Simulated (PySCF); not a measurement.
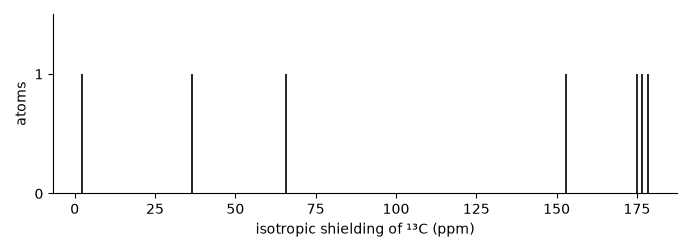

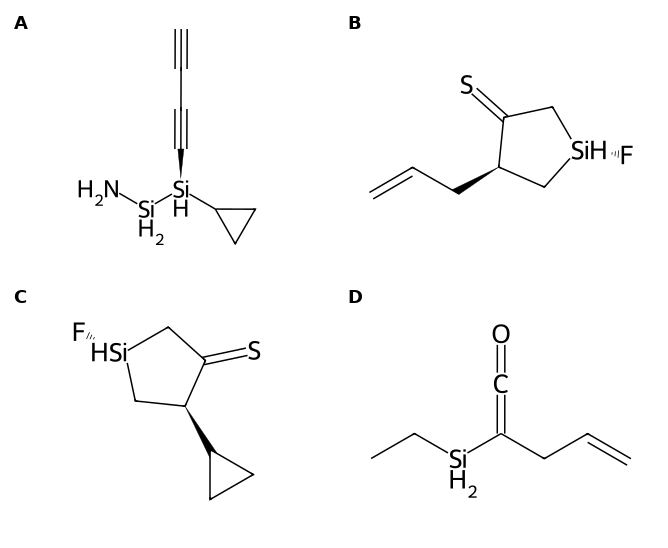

The sticks are computed shieldings of one of the molecules, for one fixed geometry (GFN2-xTB) without averaging over rotations. Low shielding means a high chemical shift. Method: GIAO PBE0/pcSseg-1 NMR shielding, non-relativistic, gas phase (PySCF 2.14.0).

**Match the spectrum to a structure.**

D, `C=CCC(=C=O)[SiH2]CC`. Its 7 C atoms give lines at 2.1, 36.5, 65.7, 152.8, 175.2, 176.7, 178.6 ppm.

The geometry is semi-empirical. Around Si such bond lengths and angles can be off by a tenth of an ångström or more and by several degrees, and values that hang on the shape move with them.
